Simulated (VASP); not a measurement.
**PmCl with LDA: from relaxation to properties**

Wanted: the relaxed cell of PmCl and its properties. The steps: first try, full relaxation (LDA), second relaxation, single point with fields (LDA), bands along the symmetry lines (LDA), density of states (LDA), band structure (LDA + SOC), band structure (r2SCAN) and self-consistent run (LDA), changed input. The cell is invented: it takes the structure of a Materials Project entry for PmI (space group 187 there), with some of its atoms replaced by other elements, volume scaled by an estimate. It may not be a known or stable phase. Left out of this account: 1 further run (relaxation: a spoilt try).

Main program and level: VASP 6.6.1; LDA, spin-polarised from a ferromagnetic start (one magnetic atom a cell); plane waves and PAW (Pm, Cl), in the first sound run; inputs show where later runs differ.

### Step 1. The starting structure

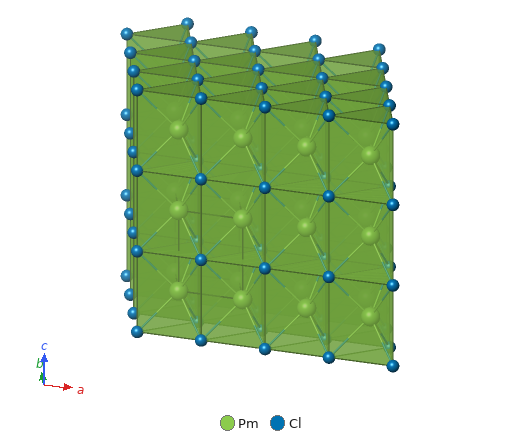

The cell as given, from a free direction (promethium green, chlorine blue). 3×3×2 cells are drawn. Some periodic images of atoms are drawn too.

### Step 2. First try

This run is made with a changed input; what comes of it follows.

The input, INCAR:

```
SYSTEM = PmCl
PREC = Normal
ENCUT = 180
EDIFF = 1E-06
NELM = 52
ISMEAR = -1
SIGMA = 0.05
LREAL = .FALSE.
ALGO = Normal
GGA = CA
ISPIN = 2
MAGMOM = 4 0
LMAXMIX = 6
LORBIT = 11
LWAVE = .FALSE.
LCHARG = .FALSE.
IBRION = 2
NSW = 30
ISIF = 3
EDIFFG = -0.01
```

The input, POSCAR:

```
PmCl
1.0
    3.5454140000      0.0000000000      0.0000000000
   -1.7727070000      3.0704190000      0.0000000000
    0.0000000000      0.0000000000      4.1157140000
Pm Cl
1 1
Direct
    0.0000000000      0.0000000000      0.0000000000
    0.3333333300      0.6666666700      0.5000000000
```

The input, KPOINTS:

```
Automatic mesh
0
Gamma
7 7 6
0 0 0
```

Potentials, in the order of the species: Pm and Cl (PBE family, release 64).

On the command line:

```bash
$ mpirun -np 1 vasp_std
```

Output:

```text
[banner, memory and clock lines left out]
running    1 mpi-ranks, on    1 nodes
[...]
|                                                                             |
|               ----> ADVICE to this user running VASP <----                  |
|                                                                             |
|     You enforced a specific xc type in the INCAR file but a different       |
|     [... a line on the potential file left out ...]
|     I HOPE YOU KNOW WHAT YOU ARE DOING!                                     |
|                                                                             |

 LDA part: xc-table for (Slater(with rela. corr.)+CA(PZ))
 , standard interpolation
 POSCAR, INCAR and KPOINTS ok, starting setup
[...]
entering main loop
       N       E                     dE             d eps       ncg     rms          rms(c)
DAV:   1     0.917511987736E+02    0.91751E+02   -0.55943E+03  2240   0.542E+02
DAV:   2     0.680710724981E+00   -0.91070E+02   -0.89171E+02  2684   0.172E+02
DAV:   3    -0.545029377967E+01   -0.61310E+01   -0.58726E+01  3156   0.420E+01
DAV:   4    -0.559632864830E+01   -0.14603E+00   -0.14555E+00  3118   0.667E+00
[...]
DAV:  18    -0.129403791512E+01   -0.75191E-05   -0.49491E-06  2786   0.126E-02    0.366E-02
DAV:  19    -0.129403901822E+01   -0.11031E-05   -0.53282E-07  1702   0.496E-03    0.314E-02
DAV:  20    -0.129403910968E+01   -0.91460E-07   -0.14926E-07  1244   0.224E-03
   1 F= -.12940391E+01 E0= -.12807161E+01  d E =-.129404E+01  mag=     5.2652
[...]
|                                                                             |
|     EEEEEEE  RRRRRR   RRRRRR   OOOOOOO  RRRRRR      ###     ###     ###     |
|     E        R     R  R     R  O     O  R     R     ###     ###     ###     |
|     E        R     R  R     R  O     O  R     R     ###     ###     ###     |
|     EEEEE    RRRRRR   RRRRRR   O     O  RRRRRR       #       #       #      |
|     E        R   R    R   R    O     O  R   R                               |
|     E        R    R   R    R   O     O  R    R      ###     ###     ###     |
|     EEEEEEE  R     R  R     R  OOOOOOO  R     R     ###     ###     ###     |
|                                                                             |
|     Orbital orthonormalization failed in the inversion of matrix            |
|     LAPACK: Routine ZPOTRF failed! kpoint: 1 spin: 1                        |
|                                                                             |
|     Possible solutions for this issue are:                                  |
|     - Please check whether the atoms are too close to each other.           |
|     - Decreasing POTIM might help during relaxations or MDs.                |
|     - Deleting CHGCAR or WAVECAR if incompatible with the structure.        |
|     - Try calculating without symmetrizing (ISYM = 0 or ISYM = -1).         |
|     - As last resort: using a different PAW for some of the atoms.          |
|                                                                             |
|       ---->  I REFUSE TO CONTINUE WITH THIS SICK JOB ... BYE!!! <----       |
|                                                                             |

1
```

It took 8 s on 1 MPI rank of Intel Xeon Platinum 8375C at 2.90GHz (Ice Lake), shared host.

Lines that name or quote the potential files are left out of all logs, and their timing lines are given in words.

The run ended with an error.

VASP's message: “Orbital orthonormalization failed in the inversion of matrix LAPACK: Routine ZPOTRF failed! kpoint: 1 spin: 1”. No number of this run is used.

The fault in the input: cell relaxed at a low cutoff (ENCUT = 180 and PREC = "Normal"). Relax cells at about 1.3 times the default cutoff with PREC = Accurate.

### Step 3. Full relaxation (LDA)

Properties are meant for the cell that this level of theory prefers, so cell and atoms are relaxed first (ISIF = 3) until forces and stress are small; EDIFFG sets the threshold.

Changes to INCAR since step 2:

```diff
@@ -1,6 +1,6 @@
 SYSTEM = PmCl
-PREC = Normal
-ENCUT = 180
+PREC = Accurate
+ENCUT = 450
 EDIFF = 1E-06
-NELM = 52
+NELM = 100
 ISMEAR = -1
@@ -17,3 +17,3 @@
 IBRION = 2
-NSW = 30
+NSW = 60
 ISIF = 3
```

POSCAR is that of step 2.

KPOINTS is that of step 2.

On the command line:

```bash
$ mpirun -np 1 vasp_std
```

Output:

```text
[banner, memory and clock lines left out]
running    1 mpi-ranks, on    1 nodes
 distrk:  each k-point on    1 cores,    1 groups
 distr:  one band on    1 cores,    1 groups

 POSCAR found type information on POSCAR PmCl
 POSCAR found :  2 types and       2 ions
 [... a notice as in an earlier step ...]

 LDA part: xc-table for (Slater(with rela. corr.)+CA(PZ))
 , standard interpolation
 POSCAR, INCAR and KPOINTS ok, starting setup
 FFT: planning ... GRIDC
 FFT: planning ... GRID_SOFT
 FFT: planning ... GRID
 WAVECAR not read
 entering main loop
       N       E                     dE             d eps       ncg     rms          rms(c)
DAV:   1     0.176904139975E+03    0.17690E+03   -0.91283E+03  2224   0.182E+03
DAV:   2     0.104995161971E+02   -0.16640E+03   -0.15627E+03  2670   0.276E+02
DAV:   3    -0.114491560106E+02   -0.21949E+02   -0.21428E+02  3096   0.130E+02
DAV:   4    -0.125629954242E+02   -0.11138E+01   -0.10808E+01  3363   0.270E+01
DAV:   5    -0.126166862784E+02   -0.53691E-01   -0.53075E-01  3360   0.485E+00    0.281E+01
DAV:   6    -0.159269236683E+02   -0.33102E+01   -0.16125E+01  3230   0.355E+01    0.174E+01
DAV:   7    -0.146345342389E+02    0.12924E+01   -0.23333E+01  3207   0.406E+01    0.254E+01
DAV:   8    -0.138459546219E+02    0.78858E+00   -0.15316E+00  3621   0.131E+01    0.105E+01
DAV:   9    -0.136815119015E+02    0.16444E+00   -0.11842E+00  3227   0.939E+00    0.314E+00
DAV:  10    -0.136666374235E+02    0.14874E-01   -0.47040E-02  3776   0.212E+00    0.187E+00
DAV:  11    -0.136713437867E+02   -0.47064E-02   -0.20759E-01  3444   0.223E+00    0.142E+00
DAV:  12    -0.136679692977E+02    0.33745E-02   -0.64174E-03  3415   0.573E-01    0.972E-01
DAV:  13    -0.136687136118E+02   -0.74431E-03   -0.45523E-02  3802   0.140E+00    0.348E-01
DAV:  14    -0.136686502458E+02    0.63366E-04   -0.43164E-03  3780   0.530E-01    0.331E-01
DAV:  15    -0.136684937410E+02    0.15650E-03   -0.22427E-03  3368   0.338E-01    0.120E-01
DAV:  16    -0.136684726939E+02    0.21047E-04   -0.12014E-04  3718   0.686E-02    0.885E-02
DAV:  17    -0.136684610682E+02    0.11626E-04   -0.32214E-04  3464   0.113E-01    0.109E-01
DAV:  18    -0.136684456993E+02    0.15369E-04   -0.28814E-04  3418   0.127E-01    0.569E-02
DAV:  19    -0.136684368639E+02    0.88354E-05   -0.14841E-04  3325   0.804E-02    0.282E-02
DAV:  20    -0.136684429307E+02   -0.60668E-05   -0.34958E-05  2653   0.406E-02    0.138E-02
DAV:  21    -0.136684430399E+02   -0.10912E-06   -0.29573E-06  1546   0.136E-02
   1 F= -.13668443E+02 E0= -.13613187E+02  d E =-.136684E+02  mag=     5.2537
 curvature:   0.00 expect dE= 0.000E+00 dE for cont linesearch  0.000E+00
 trial: gam= 0.00000 g(F)=  0.312E-43 g(S)=  0.129E-01 ort = 0.000E+00 (trialstep = 0.100E+01)
 search vector abs. value=  0.129E-01
 bond charge predicted
       N       E                     dE             d eps       ncg     rms          rms(c)
DAV:   1    -0.148092051329E+02   -0.11408E+01   -0.75140E+00  3658   0.315E+01    0.179E+01
DAV:   2    -0.213880285533E+02   -0.65788E+01   -0.12084E+02  2770   0.828E+01    0.381E+01
DAV:   3    -0.141348685199E+02    0.72532E+01   -0.22620E+01  2886   0.722E+01    0.129E+01
DAV:   4    -0.136779922190E+02    0.45688E+00   -0.50202E+00  3857   0.169E+01    0.247E+00
DAV:   5    -0.136761620081E+02    0.18302E-02   -0.15988E-01  3428   0.322E+00    0.181E+00
DAV:   6    -0.136767470182E+02   -0.58501E-03   -0.11869E-02  3650   0.743E-01    0.155E+00
DAV:   7    -0.136781636582E+02   -0.14166E-02   -0.15195E-02  3759   0.828E-01    0.121E+00
DAV:   8    -0.136764241747E+02    0.17395E-02   -0.29822E-02  3287   0.113E+00    0.714E-01
DAV:   9    -0.136751514499E+02    0.12727E-02   -0.10477E-02  3707   0.849E-01    0.277E-01
DAV:  10    -0.136751157407E+02    0.35709E-04   -0.80303E-04  3367   0.192E-01    0.219E-01
DAV:  11    -0.136749801093E+02    0.13563E-03   -0.14137E-03  3876   0.188E-01    0.145E-01
DAV:  12    -0.136749723485E+02    0.77609E-05   -0.20058E-04  3797   0.105E-01    0.779E-02
DAV:  13    -0.136749660778E+02    0.62706E-05   -0.43834E-04  3397   0.135E-01    0.136E-01
DAV:  14    -0.136749518641E+02    0.14214E-04   -0.84714E-05  3675   0.827E-02    0.833E-02
DAV:  15    -0.136749680782E+02   -0.16214E-04   -0.15291E-04  3471   0.921E-02    0.155E-02
DAV:  16    -0.136749728165E+02   -0.47383E-05   -0.15402E-05  2918   0.235E-02    0.137E-02
DAV:  17    -0.136749728701E+02   -0.53592E-07   -0.15316E-06  1326   0.870E-03
   2 F= -.13674973E+02 E0= -.13620718E+02  d E =-.652983E-02  mag=     5.2144
[... from here on, the cycles between the ionic steps are left out ...]
   3 F= -.13674974E+02 E0= -.13620596E+02  d E =-.653062E-02  mag=     5.2172
   4 F= -.13674961E+02 E0= -.13620578E+02  d E =-.651836E-02  mag=     5.2183
   5 F= -.13673104E+02 E0= -.13618269E+02  d E =-.466135E-02  mag=     5.2362
   6 F= -.13674830E+02 E0= -.13620364E+02  d E =-.638689E-02  mag=     5.2216
   7 F= -.13674906E+02 E0= -.13620424E+02  d E =-.646276E-02  mag=     5.2199
   8 F= -.13674937E+02 E0= -.13620509E+02  d E =-.649384E-02  mag=     5.2180
   9 F= -.13675143E+02 E0= -.13620748E+02  d E =-.205818E-03  mag=     5.2173
  10 F= -.13675236E+02 E0= -.13620899E+02  d E =-.298894E-03  mag=     5.2163
  11 F= -.13675249E+02 E0= -.13621029E+02  d E =-.312555E-03  mag=     5.2143
  12 F= -.13675413E+02 E0= -.13621099E+02  d E =-.163658E-03  mag=     5.2177
  13 F= -.13675556E+02 E0= -.13621172E+02  d E =-.306636E-03  mag=     5.2214
  14 F= -.13675691E+02 E0= -.13621134E+02  d E =-.441081E-03  mag=     5.2290
  15 F= -.13675626E+02 E0= -.13621180E+02  d E =-.376987E-03  mag=     5.2236
 curvature:  -0.21 expect dE=-0.152E-04 dE for cont linesearch -0.137E-04
 ZBRENT: bisectioning
 opt :   1.0593  next Energy=   -13.675689 (dE=-0.440E-03)
 bond charge predicted
       N       E                     dE             d eps       ncg     rms          rms(c)
DAV:   1    -0.136779934209E+02   -0.23677E-02   -0.15167E-02  3413   0.191E+00    0.895E-01
DAV:   2    -0.137179259560E+02   -0.39933E-01   -0.21407E-01  3217   0.409E+00    0.423E+00
DAV:   3    -0.136754877684E+02    0.42438E-01   -0.13246E-01  3188   0.337E+00    0.174E-01
DAV:   4    -0.136756991219E+02   -0.21135E-03   -0.25720E-03  3304   0.380E-01    0.108E-01
DAV:   5    -0.136756703139E+02    0.28808E-04   -0.41105E-04  3569   0.153E-01    0.638E-02
DAV:   6    -0.136756798630E+02   -0.95491E-05   -0.26642E-05  3305   0.638E-02    0.565E-02
DAV:   7    -0.136756734910E+02    0.63720E-05   -0.58815E-05  3337   0.502E-02    0.371E-02
DAV:   8    -0.136756707742E+02    0.27168E-05   -0.40639E-06  2512   0.170E-02    0.242E-02
DAV:   9    -0.136756695357E+02    0.12386E-05   -0.11482E-05  3366   0.272E-02    0.686E-03
DAV:  10    -0.136756693264E+02    0.20924E-06   -0.84415E-07  1176   0.744E-03
  16 F= -.13675669E+02 E0= -.13621192E+02  d E =-.419888E-03  mag=     5.2265
 curvature:  -0.94 expect dE=-0.128E-04 dE for cont linesearch -0.789E-05
 trial: gam=-0.01885 g(F)=  0.358E-43 g(S)=  0.136E-04 ort = 0.904E-04 (trialstep = 0.439E+00)
 search vector abs. value=  0.105E-04
 reached required accuracy - stopping structural energy minimisation
```

Run time: 8.9 min. Hardware: 1 MPI rank; peak memory 0.18 GiB.

OUTCAR, selected parts (step 3):

```text
ion  position               nearest neighbor table
   1  0.000  0.000  0.000-   2 2.90   2 2.90   2 2.90   2 2.90   2 2.90   2 2.90
   2  0.333  0.667  0.500-   1 2.90   1 2.90   1 2.90   1 2.90   1 2.90   1 2.90

  LATTYP: Found a hexagonal cell.
 ALAT       =     3.5454140000
 C/A-ratio  =     1.1608556857

 Subroutine GETGRP returns: Found 12 space group operations
 (whereof 12 operations were pure point group operations)

The static configuration has the point symmetry D_3h.

 Found     32 irreducible k-points:

   k-points           NKPTS =     32   k-points in BZ     NKDIM =     32   number of bands    NBANDS=     17

   dimension x,y,z NGX =    28 NGY =   28 NGZ =   28
   dimension x,y,z NGXF=    56 NGYF=   56 NGZF=   56

   ENCUT  =  450.0 eV  33.07 Ry    5.75 a.u.   6.13  6.13  7.12*2*pi/ulx,y,z

   NELECT =      22.0000    total number of electrons

 k-points in reciprocal lattice and weights: Automatic mesh
   0.00000000  0.00000000  0.00000000       0.003
   0.14285714  0.00000000  0.00000000       0.020
   0.28571429  0.00000000  0.00000000       0.020
   0.42857143  0.00000000  0.00000000       0.020
   0.14285714  0.14285714  0.00000000       0.020
   0.28571429  0.14285714  0.00000000       0.041
   0.42857143  0.14285714  0.00000000       0.020
   0.28571429  0.28571429  0.00000000       0.020
   0.00000000  0.00000000  0.16666667       0.007
[...]
0.42857143  0.14285714  0.50000000       0.020
   0.28571429  0.28571429  0.50000000       0.020

 average (electrostatic) potential at core
       1 -73.5814       2 -90.1732

 E-fermi :   8.3748

 spin component 1
 k-point     1 :       0.0000    0.0000    0.0000
  band No.  band energies     occupation
    ...
     10       7.6761      1.00000
     11       8.1543      0.98799
     12       8.1543      0.98799
     13       8.2970      0.82576
     14       8.2970      0.82576
     15       8.3831      0.45845
     16       8.4041      0.35755
     17       9.2675      0.00000

 k-point     2 :       0.1429    0.0000    0.0000
  band No.  band energies     occupation
    ...
     10       7.7882      0.99999
     11       8.1449      0.99003
     12       8.1854      0.97787
     13       8.2330      0.94458
     14       8.3105      0.78365
     15       8.4043      0.35649
     16       8.4070      0.34452
     17       9.9363      0.00000

 k-point     3 :       0.2857    0.0000    0.0000
  band No.  band energies     occupation
    ...
      9       6.9679      1.00000
     10       7.9295      0.99986
     11       8.1129      0.99472
     12       8.1260      0.99314
     13       8.2660      0.89808
     14       8.3749      0.49958
     15       8.4254      0.26668
     16       8.4591      0.15636
     17      10.1346      0.00000

 k-point     4 :       0.4286    0.0000    0.0000
  band No.  band energies     occupation
    ...
      9       6.5832      1.00000
     10       8.0540      0.99837
     11       8.1057      0.99543
     12       8.1331      0.99211
     13       8.3458      0.64092
     14       8.4136      0.31532
     15       8.4237      0.27330
     16       8.5029      0.07162
     17      10.8344      0.00000

 k-point     5 :       0.1429    0.1429    0.0000
  band No.  band energies     occupation
    ...
     10       7.7449      1.00000
     11       8.1320      0.99229
     12       8.1376      0.99137
     13       8.2407      0.93599
     14       8.3556      0.59501
     15       8.4236      0.27384
     16       8.4927      0.08646
     17       9.6005      0.00000

 k-point     6 :       0.2857    0.1429    0.0000
  band No.  band energies     occupation
    ...
      9       7.2718      1.00000
     10       7.9713      0.99969
     11       8.1100      0.99501
     12       8.1159      0.99439
     13       8.3282      0.71767
     14       8.4135      0.31544
     15       8.4145      0.31114
     16       8.6297      0.00607
     17       9.9601      0.00000

  Total        0.0098381      0.0098381     -0.0192336      0.0000000      0.0000000      0.0000000
  in kB        0.3611122      0.3611123     -0.7059780      0.0000000      0.0000000      0.0000000
  external PRESSURE =       0.0054155 kB  Pullay stress =       0.0000000 kB

  energy-cutoff  :      450.00
  volume of cell :       43.65
      direct lattice vectors                 reciprocal lattice vectors
     3.535912604  0.000000000 -0.000000000     0.282812420  0.163281805 -0.000000000
    -1.767956302  3.062190547  0.000000000    -0.000000000  0.326563610 -0.000000000
     0.000000000  0.000000000  4.031302363     0.000000000 -0.000000000  0.248058793

 POSITION                                       TOTAL-FORCE (eV/Angst)
 -----------------------------------------------------------------------------------
      0.00000      0.00000      0.00000         0.000000     -0.000000      0.000000
     -0.00000      2.04146      2.01565        -0.000000      0.000000      0.000000
 -----------------------------------------------------------------------------------
    total drift:                                0.000016     -0.000010     -0.000000

  FREE ENERGIE OF THE ION-ELECTRON SYSTEM (eV)
  ---------------------------------------------------
  free  energy   TOTEN  =       -13.6756693264 eV

  energy  without entropy=      -13.5667140400  energy(sigma->0) =      -13.62119168

 reached required accuracy - stopping structural energy minimisation

 total charge
# of ion       s       p       d       f       tot
--------------------------------------------------
    1        1.996   5.514   0.543   4.502  12.555
    2        1.577   3.497   0.000   0.000   5.074
--------------------------------------------------
tot          3.573   9.011   0.543   4.502  17.628

 magnetization (x)
# of ion       s       p       d       f       tot
--------------------------------------------------
    1        0.002   0.023   0.171   4.457   4.653
    2       -0.001  -0.023   0.000   0.000  -0.024
--------------------------------------------------
tot          0.001   0.001   0.171   4.457   4.629

[... 6 further parts left out ...]
```

CONTCAR:

```
PmCl
   1.00000000000000
     3.5359126044539559    0.0000000000000000   -0.0000000000000000
    -1.7679563022269780    3.0621905468111330    0.0000000000000000
     0.0000000000000000    0.0000000000000000    4.0313023625515436
  Pm              Cl
     1     1
Direct
     0.0000000000000000    0.0000000000000000    0.0000000000000000
     0.3333333300000021    0.6666666699999979    0.5000000000000000
```

The cell holds one magnetic atom, so no antiferromagnetic order fits into it. The k-mesh is coarse for a metal. Without U or exact exchange the f electrons of Pm come out too delocalised, which can shrink the cell and pin f bands at the Fermi level. The PAW data sets were made with PBE, a small mismatch for LDA. Oxides and halides of Pm are often magnetic insulators, and a metal at this level, without U or exact exchange, may be an artefact. The run keeps the 12 symmetry operations of its start, so it cannot find a distortion of lower symmetry.

[end of part 1 of 5]

[Lines on the potential files, build, host, timing and source positions are cut from VASP's logs without a mark.]

[Logs are printed without paths, hosts, clocks, repeated set-up lines and the standing remarks that a program may print on its own settings, such as how far it seeks lower states.]

[Hosts, paths, dates, database ids (printed as entryN), source tags and the programs' standing remarks are cut or masked in the printed files.]

[A measured line is paired with the nearest computed mode of its activity, which favours agreement.]

[In band tables of VASP the shares of atoms and orbitals are scaled to a sum of 1 inside the atoms' spheres.]
